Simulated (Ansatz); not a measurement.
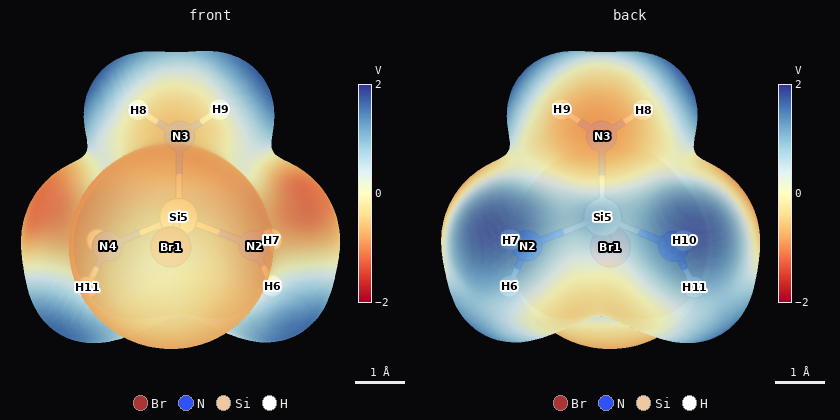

BrH₆N₃Si (SMILES N[Si](N)(N)Br). The molecular electrostatic potential painted on the density surface at 0.002 e/bohr³, seen from the front and from behind; red is negative and blue positive.

Geometry: PBE0-D4/def2-SVP.

Computed with isolated molecule in a Gaussian basis; Kohn-Sham density functional theory, functional PBE0 in Ansatz.

Input file:

```
crystal:
  periodic: [false, false, false]
  atoms:
    - symbol: Br
      position_ang: [1.107724, 2.121724, 0.849182]
    - symbol: N
      position_ang: [-1.516670, 0.690640, -0.030333]
    - symbol: N
      position_ang: [0.124327, -1.137741, 1.153483]
    - symbol: "N"
      position_ang: [1.125316, -0.217202, -1.210210]
    - symbol: Si
      position_ang: [0.129604, 0.221987, 0.119432]
    - symbol: H
      position_ang: [-1.754458, 1.642853, -0.278584]
    - symbol: H
      position_ang: [-2.207533, 0.025747, -0.359308]
    - symbol: H
      position_ang: [0.983516, -1.650734, 1.310778]
    - symbol: H
      position_ang: [-0.482222, -1.147624, 1.964719]
    - symbol: H
      position_ang: [0.914278, -1.047594, -1.751974]
    - symbol: H
      position_ang: [1.576127, 0.497935, -1.767186]
basis:
  gaussian: {orbitals: def2-SVPD}
hamiltonian: {xc: pbe0}
output: {forces: true, orbitals: {seedname: orbitals}}
```

Run with:

```sh
ansatz run input.yaml --threads 2 --pin off --max-ram 5220MiB --events-out events.jsonl --progress --plain --runs-dir runs
```

Where is the surface potential most negative and most positive?

The most negative region (about −1.2 V) lies over N2 and N4, the most positive (about +1.7 V) over H7, H8, H9 and H10.

How polar is the molecule by this calculation?

Its dipole moment is 2.72 D.
